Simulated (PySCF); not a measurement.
## Electronic structure of C₉H₁₅B (SMILES CCCB[C@H]1CCC12C=C2) in real space

Input file:

```
{"job": {"kind": "nmr", "xc": "PBE0", "basis": "pcSseg-1"}, "charge": 0, "multiplicity": 1}
C      3.340464     0.742042    -0.874112
C      1.959462     0.096986    -0.833050
C      1.626605    -0.451779     0.555990
B      0.208190    -1.105150     0.771417
C     -0.951098    -0.906763    -0.264089
C     -2.325979    -1.576413    -0.024093
C     -3.010123    -0.205479     0.106700
C     -1.659258     0.462722    -0.095825
C     -1.346865     1.758228    -0.762884
C     -1.146880     1.716533     0.526834
H      3.563810     1.113799    -1.871974
H      4.107993     0.021248    -0.598517
H      3.392759     1.577566    -0.178712
H      1.922824    -0.717439    -1.560215
H      1.209033     0.835157    -1.121826
H      2.411502    -1.156175     0.849921
H      1.710490     0.370881     1.277024
H      0.011505    -1.674716     1.779044
H     -0.620931    -1.026915    -1.299126
H     -2.684418    -2.177868    -0.857002
H     -2.367964    -2.173359     0.884077
H     -3.470013    -0.014734     1.076320
H     -3.738958     0.015764    -0.673551
H     -1.317689     2.299776    -1.677352
H     -0.835397     2.200233     1.420328
```

Run with:

```sh
OMP_NUM_THREADS=1 python probes_run.py task.json out
```

Geometry: GFN2-xTB.

These are results of PySCF 2.14.0, PBE0/pcSseg-1, SCF density, gas phase, non-relativistic, not measurements.

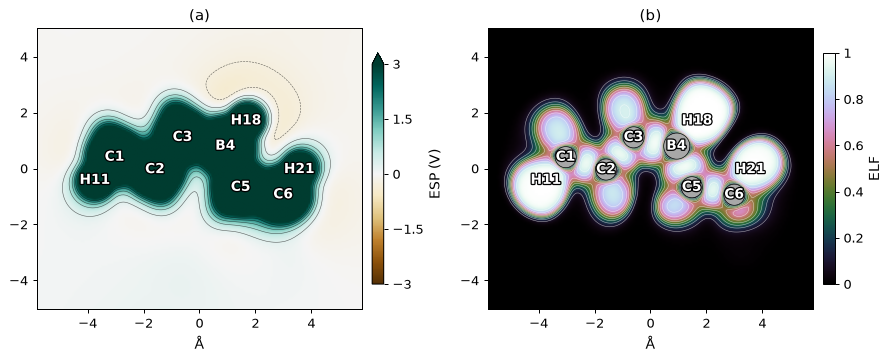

Figure 1. (a) electrostatic potential; (b) electron localisation function on the plane of atoms C5, B4 and H18. Grey discs cover the atomic cores in the ELF map.

**What does the map show?**

The section cuts through C, B and H sites.
C–B (1.57 Å): the ELF peaks at about 1 between the atoms, as expected for localised, covalent bonding.
C–H (1.09 Å): the ELF climbs to about 1 towards the hydrogen, as it does in any bond to H; an ordinary covalent bond to hydrogen.
B–H (1.17 Å): the ELF climbs to about 1 towards the hydrogen: a covalent bond by its length.
Outside the dense part of the molecule the potential is most negative (−0.4 V) near H18.

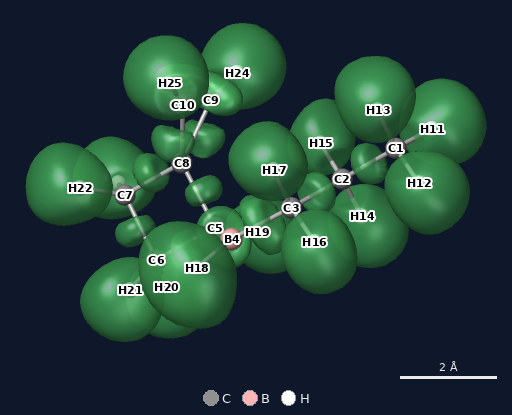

Figure 2. Isosurface of the ELF at 0.8 (green), seen at a tilt. Core shells and regions of very low density are left out.

**Where are the electrons localised?**

The ELF exceeds this value in two regions between bonded B–C atoms (shared pairs), nine regions between bonded C–C atoms (shared pairs) and 15 regions around hydrogen nuclei. Profiles from the grid: C–C (1.31 Å): the ELF peaks at about 0.85 between the atoms (a multiple bond).

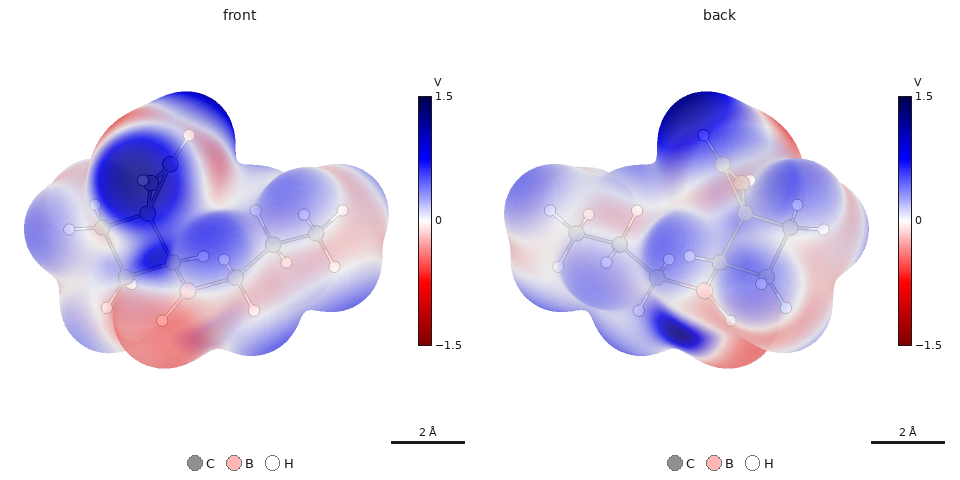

Figure 3. The molecular electrostatic potential painted on the density surface at 0.002 e/bohr³, seen from the front and from behind; red is negative and blue positive.

**Where is the surface potential most negative and most positive?**

The most negative region (about −0.4 V) lies over C9, C10 and H18, the most positive (about +1.2 V) over B4, H24 and H25.
